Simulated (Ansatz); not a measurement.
# Run report: TiSi$_{16}$, geometry relaxation (part 3 of 3)

Continued. System: TiSi$_{16}$ (defect cell, 17 atoms in the cell). Method: DFT PBE, scalar-relativistic, plane waves, PAW, PAW set soft_1, no spin polarisation (Ansatz 0.2.0); cutoff 420 eV, 2×2×2 k-mesh, Gaussian smearing of 0.02 eV. It belongs to a series of runs on one base structure; here: end point B relaxed.

Geometry of the input (Å; fractional positions):
```
0.0000  5.4300  5.4300
5.4300  0.0000  5.4300
5.4300  5.4300  0.0000
Si 0.0000  0.0000  0.0000
Si 0.1250  0.1250  0.1250
Si -0.0000  0.0000  0.5000
Si 0.1250  0.1250  0.6250
Si -0.0000  0.5000  0.0000
Si 0.1250  0.6250  0.1250
Si -0.0000  0.5000  0.5000
Si 0.1250  0.6250  0.6250
Si 0.5000  -0.0000  0.0000
Si 0.6250  0.1250  0.1250
Si 0.5000  0.0000  0.5000
Si 0.6250  0.1250  0.6250
Si 0.5000  0.5000  0.0000
Si 0.6250  0.6250  0.1250
Si 0.5000  0.5000  0.5000
Si 0.6250  0.6250  0.6250
Ti 0.3152  0.3082  0.8202
```

### Trajectory as extended XYZ, continued
```
17
Lattice="0.0000 5.4300 5.4300 5.4300 0.0000 5.4300 5.4300 5.4300 0.0000" Properties=species:S:1:pos:R:3:forces:R:3 step=8 energy=-12669.82856
Si    0.0070    0.0072   -0.0092   -0.0285  -0.0283  -0.0150
Si    1.3945    1.3979    1.2806   -0.0990  -0.0954   0.0002
Si    2.7926    2.7957    0.0751   -0.0096  -0.0082  -0.0098
Si    4.1361    4.1363    1.4206   -0.0725  -0.0716  -0.0731
Si    2.8349   -0.1182    2.5904   -0.7721   0.0498   0.0518
Si    4.0796    1.2741    3.9879    0.1348  -0.0180  -0.0173
Si    5.4377    2.7076    2.7221   -0.0300  -0.0128  -0.0299
Si    6.8253    4.0029    4.1077   -0.0936  -0.0134  -0.0950
Si   -0.1232    2.8386    2.5894    0.0541  -0.7774   0.0544
Si    1.2729    4.0791    3.9874   -0.0185   0.1403  -0.0182
Si    2.7063    5.4372    2.7215   -0.0143  -0.0290  -0.0292
Si    3.9983    6.8280    4.1070   -0.0049  -0.0931  -0.0981
Si    2.5739    2.5734    5.2890    0.2422   0.2452   0.2404
Si    3.8903    3.8955    6.6025    0.0074   0.0069   0.0072
Si    5.3078    5.3118    5.5466    0.0489   0.0471  -0.7682
Si    6.7031    6.7038    6.7941   -0.0160  -0.0166   0.1329
Ti    6.5902    6.5944    3.8728    0.6710   0.6740   0.6665
17
Lattice="0.0000 5.4300 5.4300 5.4300 0.0000 5.4300 5.4300 5.4300 0.0000" Properties=species:S:1:pos:R:3:forces:R:3 step=9 energy=-12670.12988
Si   -0.0079   -0.0073   -0.0176   -0.0330  -0.0275  -0.0541
Si    1.3766    1.3801    1.2742   -0.0483  -0.0447   0.0211
Si    2.7799    2.7830    0.0625   -0.1131  -0.1129  -0.1137
Si    4.1166    4.1170    1.4009    0.0361   0.0363   0.0365
Si    2.7445   -0.1129    2.5966   -0.1848   0.0408   0.0428
Si    4.0770    1.2683    3.9820    0.0696   0.0195   0.0236
Si    5.4228    2.6993    2.7070   -0.0325  -0.0564  -0.0350
Si    6.8074    3.9955    4.0897   -0.0419   0.0094  -0.0425
Si   -0.1171    2.7482    2.5958    0.0445  -0.1849   0.0448
Si    1.2672    4.0779    3.9816    0.0187   0.0680   0.0205
Si    2.6981    5.4228    2.7065   -0.0547  -0.0276  -0.0356
Si    3.9916    6.8103    4.0891    0.0157  -0.0421  -0.0464
Si    2.6298    2.6300    5.3446    0.1935   0.1975   0.1911
Si    3.9271    3.9319    6.6394    0.2178   0.2150   0.2181
Si    5.3135    5.3170    5.4563    0.0421   0.0404  -0.1858
Si    6.6973    6.6980    6.7909    0.0244   0.0221   0.0702
Ti    6.7030    6.7065    3.9858   -0.1540  -0.1529  -0.1554
17
Lattice="0.0000 5.4300 5.4300 5.4300 0.0000 5.4300 5.4300 5.4300 0.0000" Properties=species:S:1:pos:R:3:forces:R:3 step=10 energy=-12670.20319
Si   -0.0512   -0.0489   -0.0294   -0.0085  -0.0120   0.1017
Si    1.3256    1.3292    1.2729   -0.0522  -0.0518   0.1240
Si    2.6972    2.6989   -0.0189    0.1221   0.1242   0.1198
Si    4.0457    4.0466    1.3303   -0.0653  -0.0673  -0.0635
Si    2.7147   -0.0806    2.6314    0.1108  -0.1138  -0.1024
Si    4.0786    1.3082    4.0218   -0.1759   0.0663   0.0643
Si    5.3798    2.6862    2.6632   -0.0080   0.1059  -0.0067
Si    6.7573    3.9898    4.0398   -0.0505   0.1209  -0.0530
Si   -0.0831    2.7187    2.6308   -0.1114   0.1138  -0.1061
Si    1.3064    4.0816    4.0209    0.0654  -0.1751   0.0654
Si    2.6857    5.3816    2.6627    0.1036  -0.0114  -0.0066
Si    3.9886    6.7600    4.0389    0.1216  -0.0502  -0.0531
Si    2.7159    2.7182    5.4288    0.0244   0.0255   0.0240
Si    4.0293    4.0331    6.7414   -0.0033   0.0029  -0.0087
Si    5.3480    5.3499    5.4262   -0.1042  -0.1103   0.1103
Si    6.7382    6.7390    6.7913    0.0642   0.0663  -0.1776
Ti    6.7508    6.7539    4.0334   -0.0327  -0.0338  -0.0317
17
Lattice="0.0000 5.4300 5.4300 5.4300 0.0000 5.4300 5.4300 5.4300 0.0000" Properties=species:S:1:pos:R:3:forces:R:3 step=11 energy=-12670.21418
Si   -0.0549   -0.0527   -0.0249    0.0040   0.0038   0.0252
Si    1.3206    1.3243    1.2835   -0.0261  -0.0215   0.0031
Si    2.6940    2.6952   -0.0216    0.0312   0.0323   0.0288
Si    4.0366    4.0368    1.3220   -0.0077  -0.0097  -0.0058
Si    2.7232   -0.0832    2.6301   -0.0113  -0.0174  -0.0027
Si    4.0669    1.3169    4.0308    0.0019   0.0177   0.0176
Si    5.3770    2.6900    2.6604    0.0051   0.0273   0.0050
Si    6.7534    3.9989    4.0355   -0.0197   0.0012  -0.0249
Si   -0.0858    2.7281    2.6287   -0.0156  -0.0108  -0.0078
Si    1.3148    4.0701    4.0296    0.0157   0.0002   0.0164
Si    2.6897    5.3783    2.6594    0.0266   0.0046   0.0046
Si    3.9983    6.7556    4.0341    0.0018  -0.0179  -0.0276
Si    2.7214    2.7244    5.4338   -0.0466  -0.0490  -0.0452
Si    4.0330    4.0378    6.7439   -0.0120  -0.0052  -0.0184
Si    5.3469    5.3481    5.4338   -0.0054  -0.0123  -0.0127
Si    6.7473    6.7482    6.7790    0.0188   0.0196   0.0029
Ti    6.7451    6.7487    4.0271    0.0394   0.0369   0.0416
17
Lattice="0.0000 5.4300 5.4300 5.4300 0.0000 5.4300 5.4300 5.4300 0.0000" Properties=species:S:1:pos:R:3:forces:R:3 step=12 energy=-12670.21500
Si   -0.0545   -0.0525   -0.0216   -0.0045  -0.0035  -0.0067
Si    1.3193    1.3238    1.2846   -0.0047   0.0006   0.0141
Si    2.6966    2.6972   -0.0183   -0.0012   0.0011  -0.0044
Si    4.0376    4.0368    1.3243    0.0068   0.0030   0.0099
Si    2.7228   -0.0853    2.6299    0.0094  -0.0091   0.0077
Si    4.0680    1.3164    4.0317    0.0071  -0.0055  -0.0021
Si    5.3788    2.6921    2.6624   -0.0022  -0.0043  -0.0025
Si    6.7545    3.9990    4.0355    0.0030   0.0008  -0.0022
Si   -0.0887    2.7282    2.6268   -0.0103   0.0126  -0.0006
Si    1.3136    4.0708    4.0292   -0.0075   0.0038  -0.0048
Si    2.6922    5.3792    2.6608   -0.0049  -0.0024  -0.0037
Si    3.9989    6.7564    4.0329    0.0069   0.0048  -0.0057
Si    2.7179    2.7212    5.4298   -0.0088  -0.0138  -0.0069
Si    4.0287    4.0358    6.7374    0.0007   0.0075  -0.0064
Si    5.3473    5.3476    5.4324    0.0062  -0.0009   0.0031
Si    6.7485    6.7489    6.7802   -0.0011  -0.0016   0.0079
Ti    6.7459    6.7500    4.0273    0.0052   0.0068   0.0033
17
Lattice="0.0000 5.4300 5.4300 5.4300 0.0000 5.4300 5.4300 5.4300 0.0000" Properties=species:S:1:pos:R:3:forces:R:3 step=13 energy=-12670.21543
Si   -0.0545   -0.0533   -0.0181   -0.0073  -0.0036  -0.0149
Si    1.3180    1.3243    1.2882   -0.0040   0.0079   0.0077
Si    2.6982    2.6972   -0.0147   -0.0058  -0.0006  -0.0153
Si    4.0393    4.0359    1.3291    0.0048   0.0008   0.0073
Si    2.7244   -0.0873    2.6306    0.0172  -0.0132   0.0245
Si    4.0696    1.3135    4.0323    0.0038  -0.0183  -0.0030
Si    5.3810    2.6904    2.6650   -0.0019  -0.0059  -0.0026
Si    6.7572    3.9978    4.0362    0.0148   0.0027   0.0034
Si   -0.0926    2.7326    2.6245   -0.0087   0.0163   0.0145
Si    1.3105    4.0721    4.0281   -0.0218   0.0024  -0.0108
Si    2.6926    5.3796    2.6624   -0.0078  -0.0010  -0.0052
Si    3.9995    6.7590    4.0318    0.0046   0.0184  -0.0046
Si    2.7150    2.7185    5.4258    0.0148   0.0037   0.0147
Si    4.0253    4.0367    6.7295   -0.0028   0.0139  -0.0177
Si    5.3493    5.3486    5.4300    0.0107  -0.0035   0.0065
Si    6.7491    6.7480    6.7808   -0.0027  -0.0063   0.0001
Ti    6.7453    6.7519    4.0239   -0.0078  -0.0138  -0.0045
17
Lattice="0.0000 5.4300 5.4300 5.4300 0.0000 5.4300 5.4300 5.4300 0.0000" Properties=species:S:1:pos:R:3:forces:R:3 step=14 energy=-12670.12601 accepted=F
Si   -0.0597   -0.0775    0.0683    0.0677   0.0365  -0.1022
Si    1.2870    1.3357    1.3689    0.1893   0.1725  -0.4518
Si    2.7293    2.6950    0.0634   -0.1606  -0.1715  -0.1384
Si    4.0709    4.0048    1.4411   -0.1081   0.0111  -0.1954
Si    2.7665   -0.1313    2.6522   -0.0160   0.0281   0.1367
Si    4.1094    1.2415    4.0513   -0.1342  -0.0380  -0.1179
Si    5.4337    2.6465    2.7248    0.0160  -0.0950   0.0794
Si    6.8232    3.9687    4.0517    0.1406   0.0668   0.0918
Si   -0.1829    2.8381    2.5768    0.1412  -0.1007   0.2713
Si    1.2344    4.1019    4.0048   -0.0364   0.0593  -0.1423
Si    2.6978    5.3903    2.6970   -0.0979   0.0018   0.0847
Si    4.0093    6.8226    4.0024   -0.1715   0.1496   0.1189
Si    2.6596    2.6649    5.3339    0.4005   0.4005   0.4150
Si    3.9545    4.0681    6.5502    0.0366   0.1084   0.1367
Si    5.3963    5.3729    5.3704   -0.0260  -0.0247   0.0488
Si    6.7663    6.7290    6.7833    0.0014  -0.0892  -0.1707
Ti    6.7316    6.7941    3.9449   -0.2424  -0.5155  -0.0645
17
Lattice="0.0000 5.4300 5.4300 5.4300 0.0000 5.4300 5.4300 5.4300 0.0000" Properties=species:S:1:pos:R:3:forces:R:3 step=15 energy=-12670.21584
Si   -0.0538   -0.0533   -0.0143   -0.0064  -0.0030  -0.0119
Si    1.3167    1.3255    1.2943   -0.0041   0.0080  -0.0149
Si    2.6987    2.6968   -0.0107   -0.0018  -0.0008  -0.0149
Si    4.0417    4.0345    1.3334   -0.0030  -0.0025  -0.0051
Si    2.7271   -0.0904    2.6333    0.0176  -0.0108   0.0245
Si    4.0720    1.3097    4.0325   -0.0058  -0.0239   0.0054
Si    5.3837    2.6875    2.6671   -0.0014  -0.0006  -0.0029
Si    6.7602    3.9958    4.0369    0.0186   0.0062   0.0089
Si   -0.0982    2.7392    2.6236   -0.0011   0.0070   0.0232
Si    1.3065    4.0744    4.0261   -0.0271  -0.0046  -0.0021
Si    2.6936    5.3796    2.6638   -0.0022   0.0014  -0.0037
Si    3.9994    6.7626    4.0308   -0.0008   0.0220   0.0010
Si    2.7118    2.7153    5.4208    0.0414   0.0287   0.0339
Si    4.0214    4.0386    6.7199   -0.0032   0.0115  -0.0154
Si    5.3519    5.3498    5.4271    0.0021  -0.0086   0.0045
Si    6.7503    6.7459    6.7810   -0.0029  -0.0028  -0.0167
Ti    6.7443    6.7538    4.0199   -0.0199  -0.0274  -0.0139
17
Lattice="0.0000 5.4300 5.4300 5.4300 0.0000 5.4300 5.4300 5.4300 0.0000" Properties=species:S:1:pos:R:3:forces:R:3 step=16 energy=-12670.21624
Si   -0.0579   -0.0604   -0.0051    0.0061   0.0034  -0.0080
Si    1.3116    1.3239    1.2996    0.0136   0.0007  -0.0069
Si    2.6952    2.6916   -0.0101    0.0039  -0.0026   0.0031
Si    4.0360    4.0266    1.3394   -0.0012  -0.0040  -0.0036
Si    2.7341   -0.0939    2.6417   -0.0019   0.0112  -0.0080
Si    4.0760    1.3034    4.0399    0.0087  -0.0001   0.0007
Si    5.3853    2.6816    2.6693    0.0032  -0.0082  -0.0078
Si    6.7666    3.9924    4.0337   -0.0035   0.0028   0.0164
Si   -0.1039    2.7468    2.6254    0.0061  -0.0080  -0.0033
Si    1.3002    4.0751    4.0289   -0.0026   0.0042   0.0184
Si    2.6882    5.3793    2.6634   -0.0010  -0.0008  -0.0026
Si    3.9954    6.7702    4.0217    0.0038  -0.0012   0.0380
Si    2.7197    2.7194    5.4204   -0.0074  -0.0068  -0.0200
Si    4.0259    4.0507    6.7127    0.0027  -0.0082   0.0043
Si    5.3545    5.3526    5.4145   -0.0048   0.0079  -0.0067
Si    6.7543    6.7489    6.7733   -0.0267   0.0070   0.0016
Ti    6.7462    6.7571    4.0166    0.0010   0.0026  -0.0156
17
Lattice="0.0000 5.4300 5.4300 5.4300 0.0000 5.4300 5.4300 5.4300 0.0000" Properties=species:S:1:pos:R:3:forces:R:3 step=17 energy=-12670.21658
Si   -0.0562   -0.0583   -0.0074    0.0021  -0.0023  -0.0036
Si    1.3151    1.3242    1.2971    0.0047  -0.0011  -0.0001
Si    2.6979    2.6956   -0.0076    0.0038  -0.0014  -0.0033
Si    4.0369    4.0328    1.3409   -0.0043  -0.0016  -0.0014
Si    2.7337   -0.0946    2.6384    0.0033   0.0012   0.0000
Si    4.0763    1.3030    4.0365   -0.0023  -0.0009   0.0002
Si    5.3845    2.6845    2.6690    0.0018  -0.0016  -0.0024
Si    6.7666    3.9928    4.0356    0.0029  -0.0029   0.0033
Si   -0.1026    2.7428    2.6247   -0.0007   0.0003   0.0067
Si    1.3002    4.0739    4.0287   -0.0001   0.0003   0.0070
Si    2.6862    5.3831    2.6652    0.0036  -0.0029   0.0009
Si    3.9959    6.7696    4.0277   -0.0031   0.0017   0.0102
Si    2.7184    2.7165    5.4182   -0.0017   0.0049  -0.0082
Si    4.0254    4.0453    6.7133    0.0020  -0.0067  -0.0016
Si    5.3534    5.3506    5.4166   -0.0064   0.0050  -0.0030
Si    6.7498    6.7497    6.7733   -0.0056   0.0023  -0.0034
Ti    6.7457    6.7539    4.0153    0.0001   0.0058  -0.0012
17
Lattice="0.0000 5.4300 5.4300 5.4300 0.0000 5.4300 5.4300 5.4300 0.0000" Properties=species:S:1:pos:R:3:forces:R:3 step=18 energy=-12670.21658
Si   -0.0562   -0.0583   -0.0074    0.0021  -0.0023  -0.0036
Si    1.3151    1.3242    1.2971    0.0047  -0.0011  -0.0001
Si    2.6979    2.6956   -0.0076    0.0037  -0.0014  -0.0033
Si    4.0369    4.0328    1.3409   -0.0043  -0.0016  -0.0014
Si    2.7337   -0.0946    2.6384    0.0033   0.0012   0.0000
Si    4.0763    1.3030    4.0365   -0.0023  -0.0009   0.0002
Si    5.3845    2.6845    2.6690    0.0018  -0.0016  -0.0024
Si    6.7666    3.9928    4.0356    0.0029  -0.0029   0.0033
Si   -0.1026    2.7428    2.6247   -0.0007   0.0003   0.0067
Si    1.3002    4.0739    4.0287   -0.0001   0.0003   0.0070
Si    2.6862    5.3831    2.6652    0.0036  -0.0029   0.0009
Si    3.9959    6.7696    4.0277   -0.0031   0.0017   0.0102
Si    2.7184    2.7165    5.4182   -0.0017   0.0048  -0.0082
Si    4.0254    4.0453    6.7133    0.0020  -0.0067  -0.0016
Si    5.3534    5.3506    5.4166   -0.0064   0.0050  -0.0030
Si    6.7498    6.7497    6.7733   -0.0056   0.0023  -0.0034
Ti    6.7457    6.7539    4.0153    0.0001   0.0058  -0.0012
17
Lattice="0.0000 5.4300 5.4300 5.4300 0.0000 5.4300 5.4300 5.4300 0.0000" Properties=species:S:1:pos:R:3:forces:R:3 step=19 energy=-12670.21664
Si   -0.0562   -0.0582   -0.0069   -0.0002  -0.0003   0.0005
Si    1.3159    1.3240    1.2977    0.0025  -0.0034   0.0004
Si    2.6982    2.6961   -0.0065   -0.0007  -0.0002  -0.0001
Si    4.0364    4.0335    1.3418    0.0005   0.0013   0.0010
Si    2.7349   -0.0956    2.6383    0.0017  -0.0018  -0.0003
Si    4.0768    1.3026    4.0358   -0.0013  -0.0018  -0.0031
Si    5.3851    2.6846    2.6685    0.0000   0.0000   0.0004
Si    6.7674    3.9924    4.0361    0.0022   0.0000  -0.0041
Si   -0.1032    2.7426    2.6258   -0.0012   0.0008   0.0074
Si    1.2996    4.0744    4.0293    0.0016   0.0014  -0.0011
Si    2.6856    5.3841    2.6657   -0.0016   0.0008   0.0004
Si    3.9950    6.7703    4.0295   -0.0016  -0.0009  -0.0020
Si    2.7185    2.7167    5.4162   -0.0028   0.0042  -0.0024
Si    4.0259    4.0437    6.7123    0.0033  -0.0038  -0.0009
Si    5.3526    5.3506    5.4156   -0.0042   0.0028  -0.0002
Si    6.7491    6.7501    6.7718    0.0016  -0.0016   0.0020
Ti    6.7458    6.7534    4.0144    0.0002   0.0026   0.0020
17
Lattice="0.0000 5.4300 5.4300 5.4300 0.0000 5.4300 5.4300 5.4300 0.0000" Properties=species:S:1:pos:R:3:forces:R:3 step=20 energy=-12670.21669
Si   -0.0566   -0.0575   -0.0064   -0.0003   0.0005   0.0020
Si    1.3170    1.3230    1.2989    0.0020  -0.0038   0.0001
Si    2.6978    2.6969   -0.0051   -0.0015  -0.0005   0.0006
Si    4.0358    4.0349    1.3429    0.0005   0.0012  -0.0004
Si    2.7367   -0.0974    2.6377   -0.0011  -0.0020  -0.0016
Si    4.0771    1.3019    4.0345   -0.0002  -0.0030  -0.0025
Si    5.3852    2.6849    2.6679   -0.0008   0.0017   0.0017
Si    6.7682    3.9922    4.0356    0.0023   0.0018  -0.0049
Si   -0.1033    2.7420    2.6284   -0.0030   0.0027   0.0049
Si    1.2991    4.0756    4.0299   -0.0002   0.0005  -0.0026
Si    2.6843    5.3855    2.6660   -0.0007   0.0016   0.0005
Si    3.9933    6.7708    4.0310   -0.0001  -0.0004  -0.0050
Si    2.7185    2.7175    5.4139   -0.0041   0.0031   0.0036
Si    4.0279    4.0410    6.7114    0.0048  -0.0024  -0.0018
Si    5.3516    5.3509    5.4145   -0.0019   0.0026   0.0009
Si    6.7485    6.7507    6.7704    0.0051  -0.0027   0.0019
Ti    6.7465    6.7526    4.0139   -0.0008  -0.0010   0.0028
```

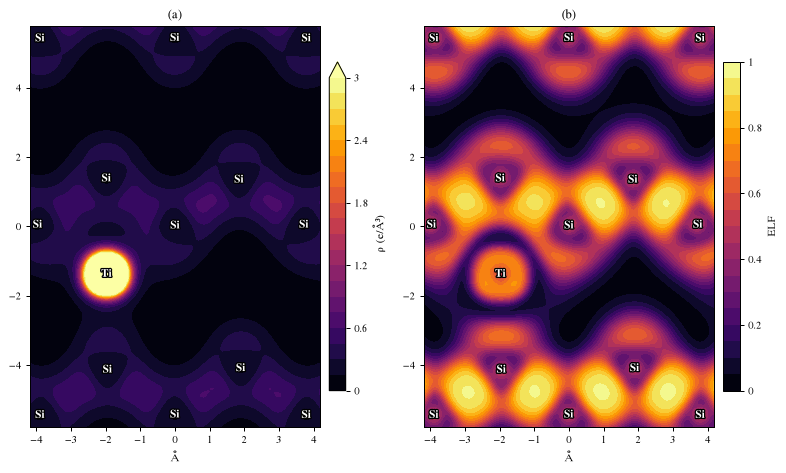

**Figure 1.** (a) valence electron density; (b) electron localisation function on the (101̄) plane of the calculation cell. Atoms in the plane: Si and Ti. Si–Si (2.27 Å): ρ is about 0.63 e/Å³ halfway, a local maximum along the line; the ELF peaks at about 0.95 between the atoms, as expected for localised, shared-pair bonding. Ti–Si (2.42 Å): ρ at the midpoint is about 0.39 e/Å³; the ELF is about 0.35 at the midpoint. Si–Si (2.32 Å): the density is about 0.6 e/Å³ at the midpoint, a local maximum along the line; the ELF peaks at about 0.95 between the atoms (a shared electron pair). Si–Si (2.39 Å): ρ is about 0.52 e/Å³ halfway, a local maximum along the line; the ELF peaks at about 0.90 between the atoms, which marks localised, shared-pair bonding. Ti–Si (2.76 Å): ρ is about 0.26 e/Å³ halfway; the ELF is about 0.35 at the midpoint. Away from the nuclei the density in this plane falls to 0.02 e/Å³ at its lowest. The strong features right at Ti lie inside the PAW spheres (semicore, d or f shells) and say nothing about bonding. The fields are those of the smooth PAW valence density.

### Results in brief

| quantity | value |
| --- | --- |
| outcome | converged |
| electrons treated | 76 |
| free energy | −12670.2167 eV |
| Fermi energy | 7.577 eV |
| final volume | 320.21 Å³ |
| largest force (length of the vector) at the end | 0.006 eV/Å |
| hardware | 1 thread of Arm Neoverse V2, 24 GiB of memory available, shared host |
| wall time | 2.4 min |
| peak memory | 0.58 GiB |

### Remarks

The k-point mesh is coarse for a cell of this size, so the results may not be converged.
